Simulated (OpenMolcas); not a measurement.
# CH7AlOSi (SMILES [CH3][AlH][O][SiH3]) at 6 levels

Aim: a comparison of 6 runs (B3LYP/6-31G*, B3LYP/cc-pVDZ, PBE0/cc-pVDZ, TPSS/cc-pVDZ, revPBE/cc-pVDZ, MP2/cc-pVDZ) of CH7AlOSi. 

Program for the calculation: OpenMolcas 26.06.

## 1. Starting point

CH7AlOSi: 11 atoms, total charge 0, spin state singlet. SMILES: `[CH3][AlH][O][SiH3]`. The shape is that of a PBE0-D4/def2-TZVP optimisation. This is one conformer, not always the lowest.

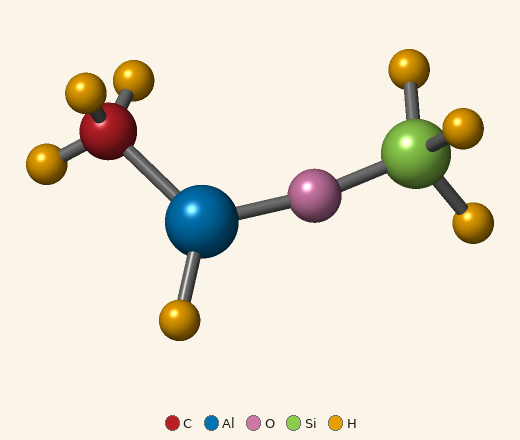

Viewed from a chosen angle; carbon red, aluminium blue, oxygen pink, silicon green, hydrogen amber.

## 2. Energy and gradient at B3LYP/6-31G(d) (Cartesian functions) (run 1)

calc.input reads:

```
>>> EXPORT MOLCAS_PRINT=2
&GATEWAY
BasLib=$CurrDir
Coord
11
bohr
C     -2.86501378     2.90413111    -0.80766895
Al    -2.16978354    -0.32484392     0.79255114
O      0.77006340    -1.55581152     0.66216003
Si     3.70518601    -2.30697765     0.21429494
H     -1.50535583     3.35275209    -2.29582827
H     -2.77222822     4.43216365     0.58751585
H     -4.76513340     2.96025597    -1.61949529
H     -4.20747522    -1.92393017     2.28600169
H      5.16178691    -1.97778736     2.59648370
H      4.86321018    -0.68011243    -1.76935057
H      3.90814260    -4.98774313    -0.60754695
Basis=6-31Gs
Group=NoSym
&SEWARD
GridInput
Grid=UltraFine
End of Grid
&SCF
KSDFT=B3LYP
Thresholds=1e-10 1e-07 1e-07 1e-05
PrOrbitals=1
&ALASKA
```

The basis set 6-31G* is read from a file made from the Basis Set Exchange's data (not shown).

Started as:

```bash
export MOLCAS_MEM=1860
pymolcas calc.input > calc.log
```

The log of the run:

```text
--- Start Module: gateway ---
[...]
--- Stop Module: gateway /rc=_RC_ALL_IS_WELL_ ---
[...]
      Basis functions           82
[...]
--- Start Module: scf ---
[...]
       Convergence after  12 Iterations
[...]
::    Total KS-DFT energy                            -649.5590423237
[...]
      Total spin, S                                     0.0000000000
[...]
      Total electronic charge=   48.000000
      Total            charge=   -0.000000
[...]
      Dipole Moment (debye):
      Origin of the operator (angstrom)=    0.1396   -0.3654    0.1614
                   X= -4.6103E-01               Y=  8.8826E-01               Z= -3.5830E-01           Total=  1.0630E+00
      Quadrupole Moment (debye*angstrom):
[...]
 *              Molecular gradients               *
 **************************************************
  Irreducible representation: a
 ------------------------------------------------------------------------------------------
                              X                       Y                       Z
 ------------------------------------------------------------------------------------------
  C1                4.33135278657737E-04   -1.14916279062260E-03    2.03851349795059E-04
  AL2               9.71007678959523E-03   -1.70328676894971E-03   -1.58600092756078E-03
  O3                1.86255759994314E-03    1.54600685528905E-03   -1.58408365315221E-03
  SI4              -1.04350563361066E-02    2.92823194365166E-03    1.31946263195903E-03
  H5               -9.42386912364146E-04   -9.14091986565557E-04    1.61249381088435E-03
  H6               -6.29204605818584E-05   -1.83124345212304E-03   -1.07367449106999E-03
  H7                1.88104650232912E-03   -2.88032914153580E-04    1.12823848086063E-03
  H8                9.35622297240979E-04    6.09174937829859E-04   -6.64659813177870E-04
[...]
```

Wall time 25 s (1 thread of Intel Xeon 6975P-C (Granite Rapids), shared host); peak memory 0.45 GiB.

## 3. Energy and gradient at B3LYP/cc-pVDZ (run 2)

struct.xyz reads:

```xyz
11

C     -1.516100     1.536800    -0.427400
Al    -1.148200    -0.171900     0.419400
O      0.407500    -0.823300     0.350400
Si     1.960700    -1.220800     0.113400
H     -0.796600     1.774200    -1.214900
H     -1.467000     2.345400     0.310900
H     -2.521600     1.566500    -0.857000
H     -2.226500    -1.018100     1.209700
H      2.731500    -1.046600     1.374000
H      2.573500    -0.359900    -0.936300
H      2.068100    -2.639400    -0.321500
```

job.input reads:

```
&gateway
baslib = $CurrDir
coord = struct.xyz
basis = cc-pVDZ
group = NoSym
&seward
gridinput
Grid=UltraFine
End of Grid
&scf
ksdft = B3LYP
thresholds = 1e-10 1e-07 1e-07 1e-05
prorbitals = 1 1
&alaska
```

The basis set cc-pVDZ is read from a file made from the Basis Set Exchange's data (not shown).

Started as:

```bash
export MOLCAS_MEM=1860
pymolcas job.input > job.log
```

The log of the run:

```text
--- Start Module: gateway ---
[...]
--- Stop Module: gateway /rc=_RC_ALL_IS_WELL_ ---
[...]
      Basis functions           99
[...]
--- Start Module: scf ---
[...]
       Convergence after  13 Iterations
[...]
::    Total KS-DFT energy                            -649.5819158513
[...]
      Total spin, S                                     0.0000000000
[...]
      Total electronic charge=   48.000000
      Total            charge=   -0.000000
[...]
      Dipole Moment (debye):
      Origin of the operator (angstrom)=    0.1396   -0.3654    0.1614
                   X= -5.5949E-01               Y=  9.2158E-01               Z= -3.5517E-01           Total=  1.1351E+00
      Quadrupole Moment (debye*angstrom):
[...]
 *              Molecular gradients               *
 **************************************************
  Irreducible representation: a
 ------------------------------------------------------------------------------------------
                              X                       Y                       Z
 ------------------------------------------------------------------------------------------
  C1               -2.95777045117074E-04    1.57744707096263E-03   -1.40192078050827E-04
  AL2               1.98887219823281E-02   -5.21297461627110E-03   -2.71193082848553E-03
  O3                1.06166765826008E-02    9.32993340733379E-04   -4.01160218878349E-03
  SI4              -2.81161031656101E-02    7.30852270789129E-03    4.20276402338393E-03
  H5               -4.32919299905565E-03   -1.58320119960620E-03    4.74927303619932E-03
  H6               -2.58686993254514E-04   -4.83624044502307E-03   -4.58186804656213E-03
  H7                6.12008829667987E-03   -1.84547900935139E-04    2.55257935993236E-03
  H8                8.20164613996699E-04    8.46602086431503E-04   -7.61994210920713E-04
[...]
```

Wall time 37 s (1 thread of Intel Xeon 6975P-C (Granite Rapids), shared host); peak memory 0.55 GiB.

## 4. Energy and forces at PBE0/cc-pVDZ (run 3)

calc.inp reads:

```
&GATEWAY
 BasLib
 $CurrDir
 Coord
 11
 angstrom
 C       -1.516100       1.536800      -0.427400
 Al      -1.148200      -0.171900       0.419400
 O        0.407500      -0.823300       0.350400
 Si       1.960700      -1.220800       0.113400
 H       -0.796600       1.774200      -1.214900
 H       -1.467000       2.345400       0.310900
 H       -2.521600       1.566500      -0.857000
 H       -2.226500      -1.018100       1.209700
 H        2.731500      -1.046600       1.374000
 H        2.573500      -0.359900      -0.936300
 H        2.068100      -2.639400      -0.321500
 Basis
 cc-pVDZ
 Group
 NoSym

&SEWARD
 GridInput
 Grid=UltraFine
 End of Grid

&SCF
 KSDFT
 PBE0
 Thresholds
 1e-10 1e-07 1e-07 1e-05
 PrOrbitals
 1 2

&ALASKA
```

The basis set cc-pVDZ is read from a file made from the Basis Set Exchange's data (not shown).

Started as:

```bash
export MOLCAS_MEM=1860
pymolcas calc.inp > calc.log
```

The log of the run:

```text
--- Start Module: gateway ---
[...]
--- Stop Module: gateway /rc=_RC_ALL_IS_WELL_ ---
[...]
      Basis functions           99
[...]
--- Start Module: scf ---
[...]
       Convergence after  12 Iterations
[...]
::    Total KS-DFT energy                            -649.1604036786
[...]
      Total spin, S                                     0.0000000000
[...]
      Total electronic charge=   48.000000
      Total            charge=   -0.000000
[...]
      Dipole Moment (debye):
      Origin of the operator (angstrom)=    0.1396   -0.3654    0.1614
                   X= -5.9403E-01               Y=  9.5315E-01               Z= -3.6224E-01           Total=  1.1801E+00
      Quadrupole Moment (debye*angstrom):
[...]
 *              Molecular gradients               *
 **************************************************
  Irreducible representation: a
 ------------------------------------------------------------------------------------------
                              X                       Y                       Z
 ------------------------------------------------------------------------------------------
  C1               -3.98887466407594E-04    1.54748132667670E-03   -2.37353079466818E-04
  AL2               1.79764142466627E-02   -6.51319961528124E-03   -1.44713454875323E-03
  O3                9.52969977461660E-03    1.08897522497431E-03   -3.75540872916069E-03
  SI4              -2.47920755045339E-02    6.34582347885271E-03    3.77844341271572E-03
  H5               -3.99305830666874E-03   -1.28923263548475E-03    4.23429051822843E-03
  H6               -2.59658190814735E-04   -4.14457319064576E-03   -4.14864012526550E-03
  H7                5.46928831639004E-03    1.30172514155036E-05    2.20063362017786E-03
  H8                1.65278729817286E-03    1.60942166599742E-03   -1.42708265295122E-03
[...]
```

It took 35 s on 1 thread of Intel Xeon 6975P-C (Granite Rapids), shared host; peak memory 0.55 GiB.

Runs 4 to 5 aren't shown in full; the table further down has their settings and results.

## 5. A single-point energy at MP2/cc-pVDZ (run 6)

input.xyz reads:

```xyz
11

C     -1.516100     1.536800    -0.427400
Al    -1.148200    -0.171900     0.419400
O      0.407500    -0.823300     0.350400
Si     1.960700    -1.220800     0.113400
H     -0.796600     1.774200    -1.214900
H     -1.467000     2.345400     0.310900
H     -2.521600     1.566500    -0.857000
H     -2.226500    -1.018100     1.209700
H      2.731500    -1.046600     1.374000
H      2.573500    -0.359900    -0.936300
H      2.068100    -2.639400    -0.321500
```

job.input reads:

```
&GATEWAY
  BasLib=$CurrDir
  Coord=input.xyz
  Basis=cc-pVDZ
  Group=NoSym

&SEWARD

&SCF
  Thresholds=1e-10 1e-07 1e-07 1e-05
  PrOrbitals=1

&MBPT2
  Frozen=12
```

The basis set cc-pVDZ is read from a file made from the Basis Set Exchange's data (not shown).

Started as:

```bash
export MOLCAS_MEM=1860
pymolcas job.input > job.log
```

The log of the run:

```text
--- Start Module: gateway ---
[...]
--- Stop Module: gateway /rc=_RC_ALL_IS_WELL_ ---
[...]
      Basis functions           99
[...]
--- Start Module: scf ---
[...]
       Convergence after  12 Iterations
[...]
::    Total SCF energy                               -647.7493381517
[...]
      Total spin, S                                     0.0000000000
[...]
      Total electronic charge=   48.000000
      Total            charge=   -0.000000
[...]
      Dipole Moment (debye):
      Origin of the operator (angstrom)=    0.1396   -0.3654    0.1614
                   X= -6.0600E-01               Y=  8.9421E-01               Z= -3.4587E-01           Total=  1.1342E+00
      Quadrupole Moment (debye*angstrom):
[...]
--- Stop Module: scf /rc=_RC_ALL_IS_WELL_ ---
[...]
--- Start Module: mbpt2 ---
[...]
WARNING!
Default frozen orbitals as non valence orbitals is overwritten by user input.
Default values:   6
[...]
       Reference weight ( Cref**2 )         =        0.85428
::    Total MBPT2 energy                             -648.2450522927
[...]
      Total MBPT2 calculations                           0.29      0.32
--- Stop Module: mbpt2 /rc=_RC_ALL_IS_WELL_ ---
[...]
```

Run time: 6.9 s. Hardware: 1 thread of Intel Xeon 6975P-C (Granite Rapids), shared host; peak memory 0.55 GiB.

## 6. Overview of the runs

| run | level | Cartesian functions | task | energy (Eh) | dipole moment (D) of the reference | HOMO energy (eV) | LUMO energy (eV) | wall time |
| --- | --- | --- | --- | --- | --- | --- | --- | --- |
| 1 | B3LYP/6-31G* (Cartesian functions) | yes | gradient | -649.559042 | 1.06 | -7.51 | -0.74 | 25 s |
| 2 | B3LYP/cc-pVDZ | no | gradient | -649.581916 | 1.14 | -7.57 | -0.85 | 37 s |
| 3 | PBE0/cc-pVDZ | no | gradient | -649.160404 | 1.18 | -7.81 | -0.65 | 35 s |
| 4 | TPSS/cc-pVDZ | no | gradient | -649.604535 | 1.13 | -6.65 | -1.27 | 50 s |
| 5 | revPBE/cc-pVDZ | no | gradient | -649.372370 | 1.18 | -6.44 | -1.34 | 38 s |
| 6 | MP2/cc-pVDZ | no | energy | -648.245052 | 1.13 | -11.02 | 2.07 | 6.9 s |

## 7. What came out

| quantity | value |
| --- | --- |
| run 6: total energy | -648.24505 Eh |
| run 6: dipole moment (mean-field density) | 1.13 D |
| run 6: HOMO energy (Hartree–Fock orbitals) | -11.02 eV |
| run 6: LUMO energy (Hartree–Fock orbitals) | 2.07 eV |
| run 6: HOMO–LUMO gap (Hartree–Fock orbitals) | 13.08 eV |
| run 6: correlation energy (12 core orbitals frozen) | -495.7 mEh |

In words: Over runs 1, 2, 3, 4, 5 the dipole moment (its size) runs from 1.06 D (B3LYP/6-31G*) to 1.18 D (revPBE/cc-pVDZ). The two ends differ in method and basis. Over runs 1, 2, 3, 4, 5 the HOMO–LUMO gap runs from 5.10 eV (revPBE/cc-pVDZ) to 7.16 eV (PBE0/cc-pVDZ). Totals of different functionals can't be ranked against each other. All runs together took 3.2 min, the longest 50 s.
